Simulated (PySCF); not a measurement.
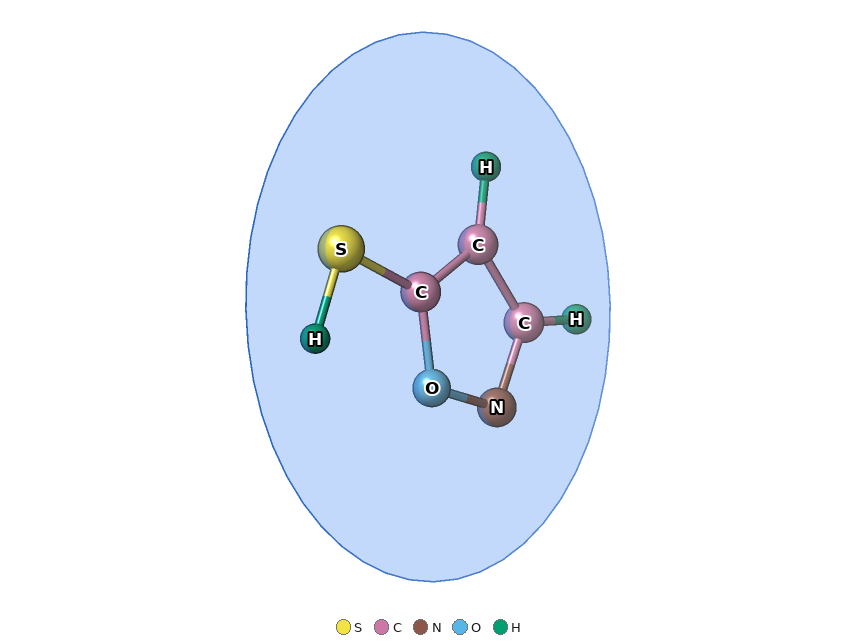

All proper rotation axes (lines) and mirror planes (discs) of the structure are drawn in. Atoms fade into the background with distance from the viewer. The computed structure is the end point of a PBE0-D3(BJ)/def2-SVP optimisation. No frequency run is at hand to confirm it as a minimum.

Name the symmetry elements and the point group.

Answer. It has 1 mirror plane. Point group Cs. The group has 2 operations. The geometry is achiral, and symmetry allows a dipole moment.
